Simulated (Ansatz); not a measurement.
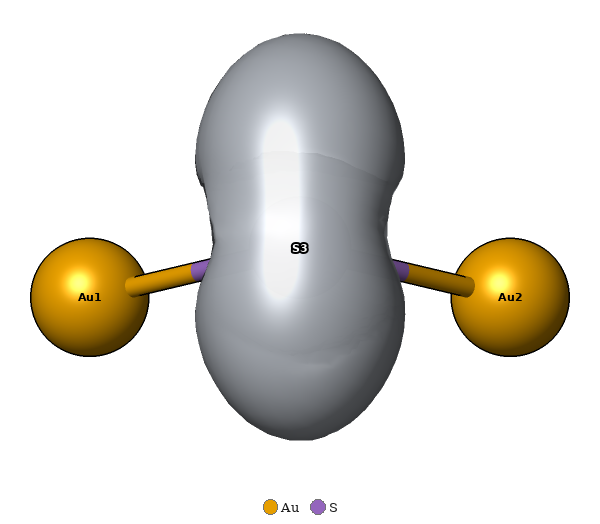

*Au$_{2}$S. Isosurface of the ELF at 0.8 (grey), seen from one side. Only the valence region is drawn (cores and ρ < 0.01 e/Å³ removed).*

Geometry: PBE-D4/def2-TZVP; core potentials replace the inner electrons of Au.

Computed with Ansatz, RKS PBE0-D4/def2-TZVP.

```yaml
atoms:
  - { symbol: Au, position_ang: [-0.6111, -1.5366, 0.3670] }
  - { symbol: Au, position_ang: [1.4021, 0.8783, -0.3636] }
  - { symbol: S, position_ang: [-0.7910, 0.6584, -0.0034] }
```

What do the ELF domains correspond to?

Answer. At this value the surface marks out one region wrapped around S (its valence shell). Along the contacts the grid gives the following. Au–S (2.23 Å): the ELF peaks at about 0.75 in the valence shell of S, 0.9 Å from its nucleus, and is about 0.45 at the midpoint.
